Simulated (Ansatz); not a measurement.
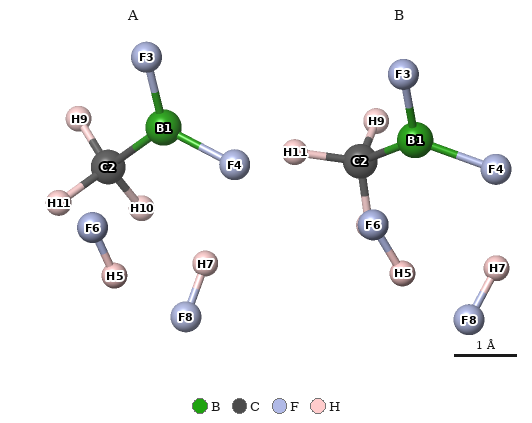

Two geometries of CH5BF4, drawn at one scale. One is the start of a relaxation, the other its converged end. Style: ball-and-stick. Shown from a free direction.

Theory: Ansatz, RKS r2SCAN/6-31G*. (no spin polarisation; force threshold 0.03 eV/Å; at most 50 steps)

> Which geometry has the lower energy?

Structure B is the relaxed one. The run prepares an end point of a later path (reaction) calculation, from a guessed geometry. The atom that moves furthest after the best rigid fit is H11 (0.98 Å). Largest moves by element: H 0.98 Å, F 0.54 Å, B 0.33 Å, C 0.24 Å. Near-neighbour distances that change, for instance: B1–F6 2.705 → 1.986 Å, H5–F6 0.918 → 0.972 Å, H7–F8 0.922 → 0.963 Å, B1–F4 1.351 → 1.393 Å. Among the angles between lasting bonds that change: F3–B1–F4 116.3° → 113.5°, B1–C2–H11 108.9° → 111.5°. Groups turn about B1–C2 by about 55°. Over 14 geometry steps the energy falls by 0.415 eV. Largest force component: 1.2 eV/Å at the start, 0.013 eV/Å at the end. The run took 34 s on 2 threads of Intel(R) Xeon(R) Platinum 8488C (Sapphire Rapids), on a shared host, peak memory 0.17 GiB.
